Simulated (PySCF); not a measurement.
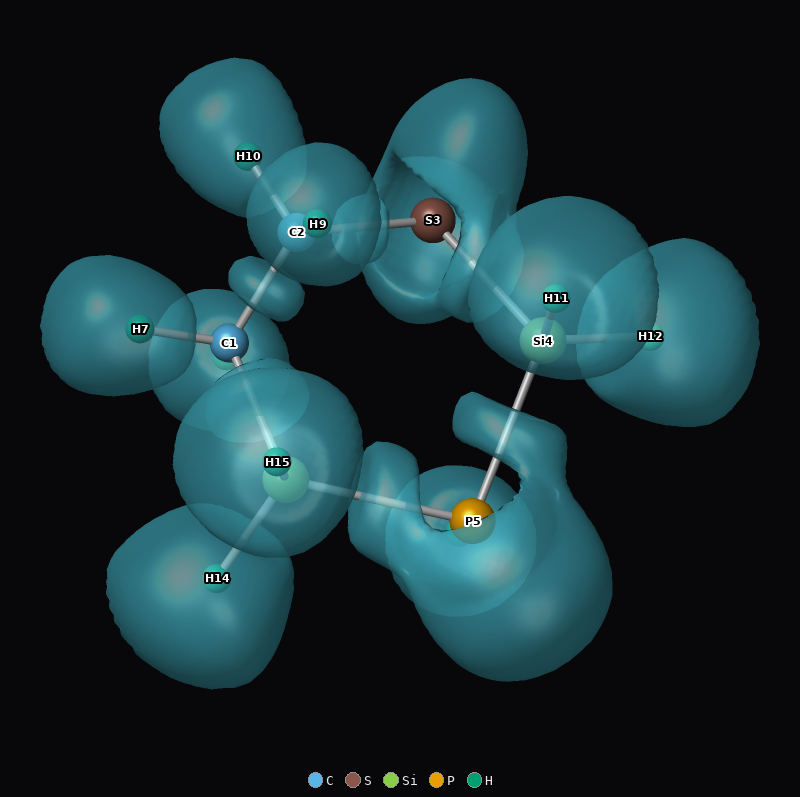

Figure. C₂H₉PSSi₂ (SMILES C1CS[SiH2]P[SiH2]1). Isosurface of the ELF at 0.8 (cyan), seen across its widest extent. Core shells and regions of very low density are left out.

Geometry: GFN2-xTB.

The calculation used CAM-B3LYP/def2-SVPD, SCF density, gas phase (PySCF 2.14.0).

```yaml
atoms:
  - { symbol: C, position_ang: [-1.4346, -0.4954, -0.1216] }
  - { symbol: C, position_ang: [-1.2697, 1.0175, -0.1394] }
  - { symbol: S, position_ang: [-0.0148, 1.6077, -1.3423] }
  - { symbol: Si, position_ang: [1.8236, 1.1060, -0.3481] }
  - { symbol: P, position_ang: [2.0165, -1.0637, 0.1538] }
  - { symbol: Si, position_ang: [-0.0818, -1.4544, 0.8368] }
  - { symbol: H, position_ang: [-2.3985, -0.7167, 0.3416] }
  - { symbol: H, position_ang: [-1.4991, -0.8495, -1.1524] }
  - { symbol: H, position_ang: [-1.0054, 1.4100, 0.8429] }
  - { symbol: H, position_ang: [-2.1896, 1.5006, -0.4703] }
  - { symbol: H, position_ang: [1.8687, 1.8635, 0.9015] }
  - { symbol: H, position_ang: [2.8345, 1.5117, -1.3099] }
  - { symbol: H, position_ang: [1.8127, -1.5050, -1.1393] }
  - { symbol: H, position_ang: [-0.3368, -2.8873, 0.6820] }
  - { symbol: H, position_ang: [-0.1301, -1.0369, 2.2427] }
```

Identify the bonds, lone pairs and shells in this picture.

The ELF exceeds this value in one region between bonded C–C atoms (shared pairs), one region between bonded C–S atoms (shared pairs), one region between bonded C–Si atoms (shared pairs), nine regions around hydrogen nuclei, one region on P in which the atom's valence shell and bonds are merged and one region on S in which the atom's valence shell and bonds are merged.

Values along the shortest contacts:
C–C (1.52 Å): the ELF peaks at about 0.95 between the atoms: localised, covalent bonding. C–S (1.84 Å): the ELF peaks at about 0.90 between the atoms; a covalent bond.
